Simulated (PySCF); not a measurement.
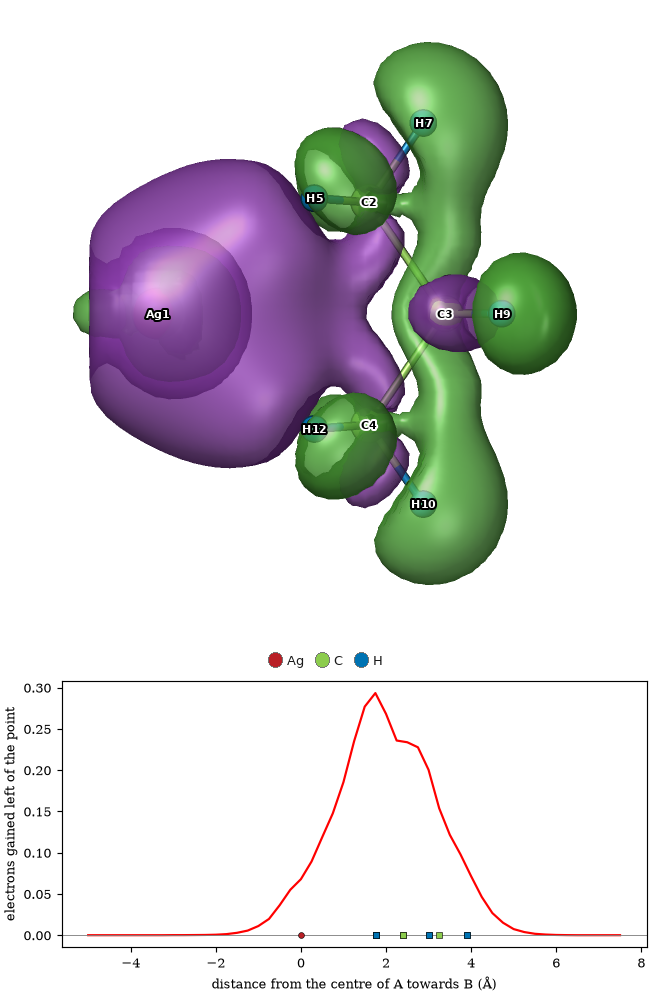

Figure 1: C3H8Ag, charge +1, SMILES `[Ag+].CCC`. Density of the complex less the densities of the two fragments at the same geometry, ±0.008 e/Å³ (purple: gain, green: loss). Fragment A: Ag(+1) (atom 1); fragment B: H8C3. Below: the charge-displacement curve along the line of centres (A on the left).

Method: TPSS/def2-SVPD; geometry: GFN2-xTB; program: PySCF. Core potentials replace the inner electrons of Ag; spin–orbit coupling isn't included. GFN2-xTB bond lengths at metals and heavier atoms can be off by up to 0.1 Å and shapes distorted, which carries into these values.

### How is the density rearranged on binding?

Hirshfeld charges show 0.181 e passing from B to A. By Hirshfeld charges, electrons gather most on Ag1 (−0.181 e) and leave H7 and H10 alike most (+0.053 e); 0.45 e is displaced in all.

### What is the interaction energy, and which contacts carry it?

The counterpoise-corrected interaction energy of the frozen fragments is −23.7 kcal/mol without dispersion correction and −27.1 kcal/mol with D3(BJ). D3 uses neutral-atom coefficients and tends to overbind metal cations. The pair geometry is semi-empirical, not a minimum at this level. Contacts: Ag1···C2, 2.70 Å, ρ = 0.027 a.u., a bond path close to vanishing (ellipticity 19.7); Ag1···C4, 2.70 Å, ρ = 0.027 a.u., a bond path close to vanishing (ellipticity 20.0). The pose is a local one from a semi-empirical search, not shown to be the most stable.
